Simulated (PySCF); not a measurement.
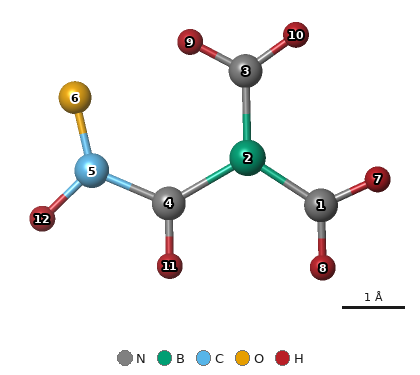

**Figure 1.** The structure as given in the input (ball-and-stick view, seen on its broad side; atoms are numbered from 1 in the order of the input).

Run report: CH6BN3O, core-level calculation

System: CH6BN3O, SMILES NB(N)NC=O.
Method: delta-SCF UKS B3LYP, pcX-2 on the ionised atom, pcseg-1 elsewhere, spin-free X2C (PySCF 2.14.0).

Figures and captions count atoms from 1; the log counts them from 0 in places.

The program's output:
```
ground state, core basis on atom 0 (N), 145 functions
  cycle   1  E = -306.15125791  |g| = 9.35e-01
  cycle   2  E = -305.51529377  |g| = 1.98e+00
  cycle   3  E = -306.30712476  |g| = 3.36e-01
  cycle   4  E = -306.32965430  |g| = 9.57e-02
  cycle   5  E = -306.33140828  |g| = 2.11e-02
  cycle   6  E = -306.33149983  |g| = 6.98e-03
  cycle   7  E = -306.33150990  |g| = 2.04e-03
  cycle   8  E = -306.33151077  |g| = 4.88e-04
  E(ground) = -306.33099350 Eh
hole in N 1s of atom 0
  cycle   1  E = -290.77024970  |g| = 1.87e+00
  cycle   2  E = -289.60183654  |g| = 2.26e+00
[... 9 cycles left out ...]
  E(ion) = -291.45193538 Eh   <S^2> = 0.7578   hole on atom = 1.000   binding energy = 404.880 eV
ground state, core basis on atom 1 (B), 145 functions
[... 6 cycles left out ...]
  E(ground) = -306.31759206 Eh
hole in B 1s of atom 1
[... 11 cycles left out ...]
  E(ion) = -299.08887759 Eh   <S^2> = 0.7595   hole on atom = 1.000   binding energy = 196.703 eV
ground state, core basis on atom 3 (N), 145 functions
[... 6 cycles left out ...]
  E(ground) = -306.32985165 Eh
hole in N 1s of atom 3
[... 9 cycles left out ...]
  E(ion) = -291.43181229 Eh   <S^2> = 0.7586   hole on atom = 1.000   binding energy = 405.396 eV
ground state, core basis on atom 4 (C), 145 functions
[... 6 cycles left out ...]
  E(ground) = -306.32326883 Eh
hole in C 1s of atom 4
[... 12 cycles left out ...]
  E(ion) = -295.52463650 Eh   <S^2> = 0.7680   hole on atom = 1.000   binding energy = 293.846 eV
ground state, core basis on atom 5 (O), 145 functions
[... 5 cycles left out ...]
  E(ground) = -306.34602504 Eh
hole in O 1s of atom 5
  cycle   1  E = -285.78760400  |g| = 2.23e+00
  cycle   2  E = -285.01340956  |g| = 2.32e+00
  cycle   3  E = -286.39394675  |g| = 6.82e-01
  cycle   4  E = -286.49838191  |g| = 4.95e-01
  cycle   5  E = -286.61169888  |g| = 7.82e-02
  cycle   6  E = -286.61378637  |g| = 4.12e-02
  cycle   7  E = -286.61449033  |g| = 6.28e-03
  cycle   8  E = -286.61450896  |g| = 3.20e-03
  cycle   9  E = -286.61451311  |g| = 1.15e-03
  cycle  10  E = -286.61451406  |g| = 4.46e-04
  E(ion) = -286.61415503 Eh   <S^2> = 0.7582   hole on atom = 1.000   binding energy = 536.932 eV
```

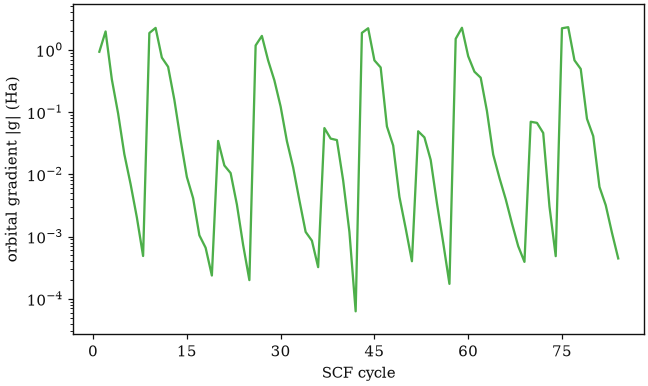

**Figure 2.** Convergence of the self-consistent field: orbital gradient |g| against the SCF cycle. All cycles printed in the log are drawn one after another.

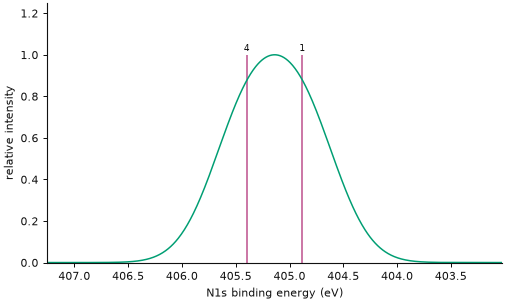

**Figure 3.** N1s binding energies by ΔSCF of the atoms computed, labelled by atom number, with a Gaussian envelope of 0.8 eV full width. They run from 404.88 eV (atom 1) to 405.40 eV (atom 4).

This output came from the following input.

The input:
```
{"job": {"kind": "xps", "xc": "B3LYP"}, "charge": 0, "multiplicity": 1}
N     -1.734284    -0.756925     0.272555
B     -0.544177     0.009994     0.159621
N     -0.434275     1.356928     0.543057
N      0.642974    -0.664217    -0.403898
C      1.874044    -0.123368    -0.599141
O      2.206826     1.011454    -0.331939
H     -2.584807    -0.383853     0.666535
H     -1.793356    -1.739887     0.053903
H      0.449860     1.835059     0.413646
H     -1.191368     1.899803     0.927969
H      0.565694    -1.629613    -0.698960
H      2.598852    -0.845762    -1.049901
```

The first line tells a small driver script what to run in PySCF; the rest is the geometry in Å.

Launch command:
```bash
OMP_NUM_THREADS=1 python <driver script> task.json out
```

Results in brief:

```tsv
quantity	value
outcome	converged
hardware	1 CPU thread, shared host
wall time	30 s
peak memory	0.55 GiB
```
